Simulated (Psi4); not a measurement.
# CH5FOSn (SMILES C[O][SnH2][F]): SCAN/def2-TZVP (density fitting, core potential, sweep point 3)

What is the vertical singlet–triplet gap of CH5FOSn at SCAN/def2-TZVP (density fitting, core potential, sweep point 3)? 

Program for the calculation: Psi4 1.11.

4 further runs of the same task are left out: 4 set aside as unsound or not needed. Runs told in other sessions of the task aren't counted.

## Step 1: The molecule

CH5FOSn: 9 atoms, total charge 0, spin state singlet. SMILES: `C[O][SnH2][F]`. The coordinates come from a PBE0-D4/def2-TZVP relaxation. This is one conformer, not always the lowest.

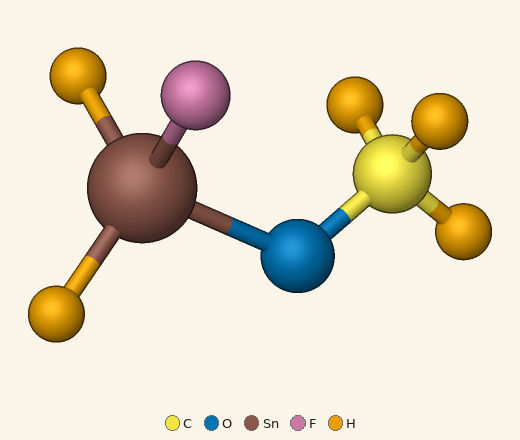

Viewed from a chosen angle; carbon yellow, oxygen blue, tin brown, fluorine pink, hydrogen amber.

## Step 2: The energy at SCAN/def2-TZVP (density fitting, core potential, sweep point 3)

Contents of job.py:

```python
import psi4

psi4.set_memory('1600 MB')
psi4.set_num_threads(1)
psi4.core.set_output_file('psi4.out', False)

molecule = psi4.geometry("""
0 1
C      0.518500     1.372900     0.070100
O      0.868000     0.081800    -0.373800
Sn    -0.399500    -1.388400    -0.243800
F     -0.697400    -1.629400     1.640500
H      1.313300     2.060500    -0.231100
H     -0.420600     1.731700    -0.373400
H      0.422100     1.418200     1.160900
H     -1.916000    -0.924300    -0.859900
H      0.399900    -2.769100    -0.806400
symmetry c1
""")

psi4.set_options({
    'basis': 'def2-TZVP',
    'puream': True,
    'scf_type': 'df',
    'dft_radial_points': 99,
    'dft_spherical_points': 590,
    'd_convergence': 0.0001,
    'e_convergence': 0.0001,
})

e, wfn = psi4.energy('scan', molecule=molecule, return_wfn=True)
print(f'scan energy: {e:.10f} Eh')
```

On the command line:

```console
$ python job.py
```

psi4.out:

```text
[...]
    !!!  WARNING: ECP capability is in beta. Please check occupations closely.  !!!
[...]
  Running in c1 symmetry.
[...]
  Nuclear repulsion =  216.838885092592193
[...]
  Multiplicity = 1
[...]
  Nalpha       = 25
  Nbeta        = 25
[...]
    Number of basis functions: 173
[...]
 WARNING: Atomic UHF is not converging! Try casting from a smaller basis or call Rob at CCMST.
   -------------------------
[...]
   @DF-RKS iter   1:  -430.09185405014836   -1.26159e+00   6.32951e-03 DIIS/ADIIS
[...]
   @DF-RKS iter   8:  -430.58039299490815   -3.32851e-05   1.35289e-05 DIIS
[...]
    Orbital Energies [Eh]
    ---------------------
    Doubly Occupied:
       1A    -24.432041     2A    -18.942903     3A    -10.078594
       4A     -5.078477     5A     -3.413584     6A     -3.411989
       7A     -3.410768     8A     -1.098062     9A     -1.016658
      10A     -0.993803    11A     -0.989965    12A     -0.989110
      13A     -0.979004    14A     -0.933281    15A     -0.637660
      16A     -0.505529    17A     -0.417001    18A     -0.413250
      19A     -0.404604    20A     -0.362134    21A     -0.356354
      22A     -0.335650    23A     -0.313119    24A     -0.269518
      25A     -0.249316
[...]
  @DF-RKS Final Energy:  -430.58039299490815
   => Energetics <=
    Nuclear Repulsion Energy =            216.8388850925921929
    One-Electron Energy =               -1106.3670834198883313
    Two-Electron Energy =                 503.4296225713288777
    DFT Exchange-Correlation Energy =     -44.4818172389408417
    Empirical Dispersion Energy =           0.0000000000000000
    VV10 Nonlocal Energy =                  0.0000000000000000
    Total Energy =                       -430.5803929949081521
[...]
 Multipole Moments:
 ------------------------------------------------------------------------------------
     Multipole            Electronic (a.u.)      Nuclear  (a.u.)        Total (a.u.)
 ------------------------------------------------------------------------------------
 L = 1.  Multiply by 2.5417464519 to convert [e a0] to [Debye]
 Dipole X            :        -13.1331865           12.8185222           -0.3146643
 Dipole Y            :        -32.0207743           32.1197416            0.0989673
 Dipole Z            :        -14.0257590           13.1864052           -0.8393538
 Magnitude           :                                                    0.9018442
[...]
```

On the terminal:

```text
scan energy: -430.5803929949 Eh
```

It took 41 s on 1 thread of Intel Xeon 6975P-C (Granite Rapids), shared host; peak memory 1.2 GiB.

## Step 3: The triplet at the same level

Contents of calc.py:

```python
import psi4

psi4.set_memory('1600 MB')
psi4.set_num_threads(1)
psi4.core.set_output_file('psi4.out', False)

m = psi4.geometry("""
0 3
C      0.518500     1.372900     0.070100
O      0.868000     0.081800    -0.373800
Sn    -0.399500    -1.388400    -0.243800
F     -0.697400    -1.629400     1.640500
H      1.313300     2.060500    -0.231100
H     -0.420600     1.731700    -0.373400
H      0.422100     1.418200     1.160900
H     -1.916000    -0.924300    -0.859900
H      0.399900    -2.769100    -0.806400
symmetry c1
""")

options = {'reference': 'uks', 'puream': True, 'scf_type': 'df', 'dft_radial_points': 99, 'dft_spherical_points': 590, 'd_convergence': 0.0001, 'e_convergence': 0.0001, 'maxiter': 100}
psi4.set_options(options)

E, wfn = psi4.energy('scan/def2-TZVP', return_wfn=True)
print(f'scan/def2-TZVP energy: {E:.10f} Eh')
for k, v in sorted(psi4.core.scalar_variables().items()):
    print(f'{k:45s} {v:18.10f}')
```

On the command line:

```console
$ python calc.py
```

psi4.out:

```text
[...]
    !!!  WARNING: ECP capability is in beta. Please check occupations closely.  !!!
[...]
  Running in c1 symmetry.
[...]
  Nuclear repulsion =  216.838885092592193
[...]
  Multiplicity = 3
[...]
  Nalpha       = 26
  Nbeta        = 24
[...]
    Number of basis functions: 173
[...]
 WARNING: Atomic UHF is not converging! Try casting from a smaller basis or call Rob at CCMST.
   -------------------------
[...]
   @DF-UKS iter   1:  -429.89396180139551   -1.06370e+00   6.19993e-03 DIIS/ADIIS
[...]
   @DF-UKS iter  12:  -430.37853570067159   -7.47335e-05   1.47862e-05 DIIS
[...]
   @S^2 Observed:                2.010929984E+00
[...]
    Orbital Energies [Eh]
    ---------------------
    Alpha Occupied:
       1A    -24.415195     2A    -19.062818     3A    -10.128502
       4A     -5.049018     5A     -3.385403     6A     -3.381910
       7A     -3.379414     8A     -1.082511     9A     -1.076720
      10A     -0.966079    11A     -0.964210    12A     -0.960977
      13A     -0.959756    14A     -0.946350    15A     -0.698783
      16A     -0.536644    17A     -0.499233    18A     -0.471175
      19A     -0.441701    20A     -0.375496    21A     -0.349522
      22A     -0.345539    23A     -0.343342    24A     -0.319511
      25A     -0.301526    26A     -0.072735
    Alpha Virtual:
[...]
  @DF-UKS Final Energy:  -430.37853570067159
   => Energetics <=
    Nuclear Repulsion Energy =            216.8388850925921929
    One-Electron Energy =               -1105.7767197427160681
    Two-Electron Energy =                 502.9939687884331079
    DFT Exchange-Correlation Energy =     -44.4346698389807457
    Empirical Dispersion Energy =           0.0000000000000000
    VV10 Nonlocal Energy =                  0.0000000000000000
    Total Energy =                       -430.3785357006715913
  UHF NO Occupations:
  HONO-2 :   24  A 1.9973199
  HONO-1 :   25  A 1.0000000
[...]
 Multipole Moments:
 ------------------------------------------------------------------------------------
     Multipole            Electronic (a.u.)      Nuclear  (a.u.)        Total (a.u.)
 ------------------------------------------------------------------------------------
 L = 1.  Multiply by 2.5417464519 to convert [e a0] to [Debye]
 Dipole X            :        -12.4719214           12.8185222            0.3466008
 Dipole Y            :        -30.5914925           32.1197416            1.5282491
 Dipole Z            :        -13.7834761           13.1864052           -0.5970709
 Magnitude           :                                                    1.6769530
[...]
```

Standard output:

```text
scan/def2-TZVP energy: -430.3785357007 Eh
CURRENT ENERGY                                   -430.3785357007
CURRENT REFERENCE ENERGY                         -430.3785357007
DD SOLVATION ENERGY                                 0.0000000000
DFT FUNCTIONAL TOTAL ENERGY                      -430.3785357007
DFT TOTAL ENERGY                                 -430.3785357007
DFT VV10 ENERGY                                     0.0000000000
DFT XC ENERGY                                     -44.4346698390
GRID ELECTRONS ALPHA                               26.0000007899
GRID ELECTRONS BETA                                24.0000008591
GRID ELECTRONS TOTAL                               50.0000016489
NUCLEAR REPULSION ENERGY                          216.8388850926
ONE-ELECTRON ENERGY                             -1105.7767197427
PCM POLARIZATION ENERGY                             0.0000000000
PE ENERGY                                           0.0000000000
SCF ITERATION ENERGY                             -430.3785357007
SCF ITERATIONS                                     12.0000000000
SCF TOTAL ENERGY                                 -430.3785357007
TWO-ELECTRON ENERGY                               502.9939687884
XC GRID RADIAL POINTS                              99.0000000000
XC GRID SPHERICAL POINTS                          590.0000000000
XC GRID TOTAL POINTS                           500653.0000000000
```

It took 92 s on 1 thread of Intel Xeon 6975P-C (Granite Rapids), shared host; peak memory 1.2 GiB.

## Step 4: Results

At SCAN/def2-TZVP (density fitting, core potential, sweep point 3):

```
                                        quantity          value
                           singlet: total energy  -430.58039 Eh
                          singlet: dipole moment         2.29 D
                            singlet: HOMO energy       -6.78 eV
                            singlet: LUMO energy       -1.24 eV
                          singlet: HOMO–LUMO gap        5.54 eV
                           triplet: total energy  -430.37854 Eh
                          triplet: dipole moment         4.26 D
     triplet: HOMO energy (highest over α and β)       -1.98 eV
                                   triplet: ⟨S²⟩          2.011
vertical energy of the triplet above the singlet       5.493 eV
```

At this shape the triplet lies 5.49 eV (127 kcal/mol) above the singlet.
